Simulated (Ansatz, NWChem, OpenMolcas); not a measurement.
## F2 (fluorine): methods side by side

The species is F2 (2 atoms), meant as a singlet with charge 0. SMILES: `FF`. The coordinates come from a PBE0-D4/def2-TZVP relaxation.

```xyz
2

F    -0.5839    0.2124   -0.2950
F     0.5839   -0.2124    0.2950
```

Quantity: the atomisation enthalpy at 298 K, in kJ/mol. The values are calculated. The thermal term (zero-point and 298 K enthalpy, harmonic and unscaled) is that of PBE0/aug-cc-pVTZ; the spin-orbit lowering of the free atoms at 298 K, 2.6 kJ/mol by their spectra, is taken off.

**The experiment to reproduce.** Active Thermochemical Tables gives the atomisation enthalpy at 298 K of the gas as 159 kJ/mol.

| level | kind | program | value (kJ/mol) | computed − measured | CPU time (all runs) |
| --- | --- | --- | --- | --- | --- |
| HF/cc-pVTZ | Hartree–Fock | OpenMolcas | -150 | -309 | 5.2 s |
| PBE/cc-pVTZ | GGA | NWChem | 219 | +60 | 6.6 s |
| r2SCAN/cc-pVTZ | meta-GGA | OpenMolcas | 160 | +1 | 16 s |
| wB97M-V/cc-pVTZ | range-separated hybrid | Ansatz | 157 | -2 | 6.6 s |
| wB97X/cc-pVTZ | range-separated hybrid | NWChem | 150 | -9 | 17 s |
| B2PLYP/cc-pVTZ | double hybrid | NWChem | 144 | -15 | 5.9 s |
| RPA@PBE/cc-pVTZ | RPA | Ansatz | 102 | -57 | 2.2 s |
| MP3/cc-pVTZ | perturbation theory | NWChem | 104 | -55 | 7.3 s |
| FCI/STO-3G | exact in the basis | Ansatz | 197 | +38 | 0.07 s |

Nearest: r2SCAN/cc-pVTZ (+1 kJ/mol), wB97M-V/cc-pVTZ (-2 kJ/mol); farthest: HF/cc-pVTZ (-309 kJ/mol). Computed less measured by kind, in kJ/mol (cc-pVTZ rows): Hartree–Fock -309; GGA +60; meta-GGA +1; range-separated hybrid -9 to -2; double hybrid -15; RPA -57; perturbation theory -55. Wave-function methods converge slowly with the basis and bind too weakly in sets of this size; that is part of their error here. High-level rows in very small sets aren't better than simpler rows in larger ones. Times are those of the runs behind each value, whatever else they computed, on shared processors of several kinds: orders of magnitude only.

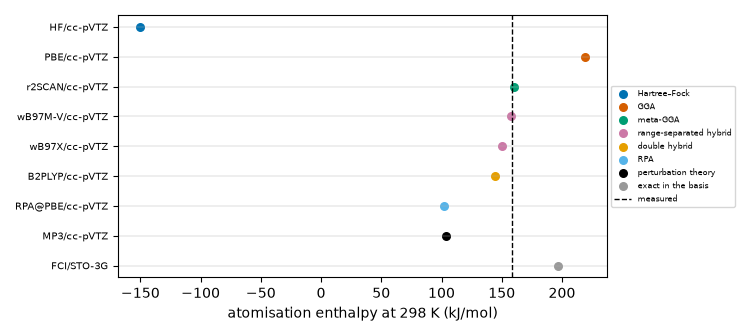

The values of the table, level by level.
